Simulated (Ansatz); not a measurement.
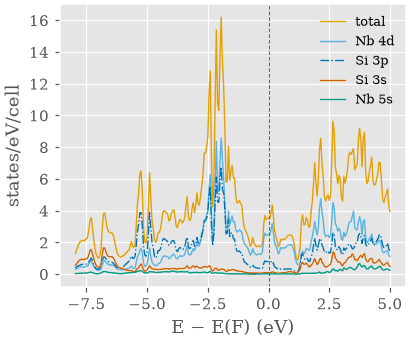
Figure. Total and projected density of states of NbSi$_{2}$ in space group P6_222 (No. 180; Nb on 3d, Si on 6j), DFT-PBEsol in the program Ansatz with PAW potentials

Task: Which orbitals carry the states next to the Fermi level?

Result: Within 0.5 eV of the Fermi level: Nb 4d 72 %, Si 3p 20 %. Projections are on Löwdin-orthogonalised atomic valence shells; empty p or d shells of many metals are not among them.

Task: Where is the tallest occupied peak in this window, and what makes it?

Result: Near -1.9 eV, about 16 states/eV per cell; the largest projected share is Nb 4d.

The PBEsol relaxation kept the symmetry of its start; of distortions, only those at the zone centre were tested. The run is not spin-polarised. Scalar-relativistic: spin–orbit coupling is off unless named, which matters more the heavier the elements.

Potentials: the later of the program's two PAW sets.
